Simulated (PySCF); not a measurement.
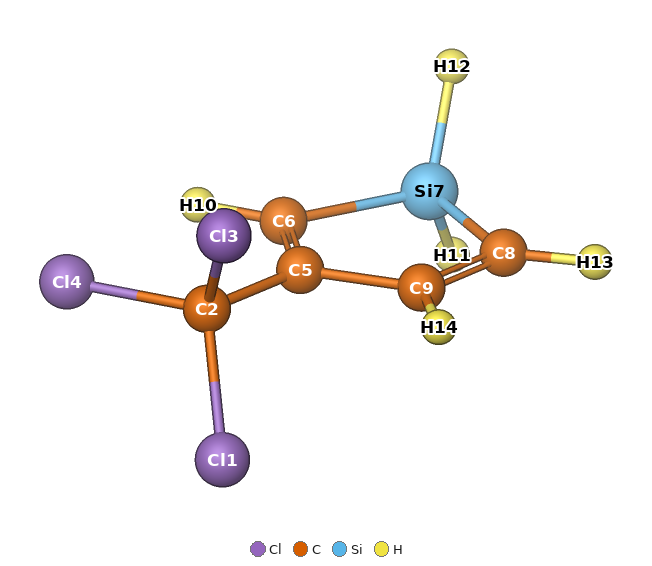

Distant atoms are faded towards the background colour. The computed structure is the end point of a PBE0-D3(BJ)/def2-SVP optimisation. No frequency run is at hand to confirm it as a minimum.

Q: How is the 5-membered ring C5–C6–Si7–C8–C9 puckered?

A: It is planar. The Cremer–Pople amplitude Q is 0.00 Å.

Q: Give the torsion angles round the ring, beginning with the bond from its second to its third atom.

A: 0°, 0°, 0°, 0°, 0°.
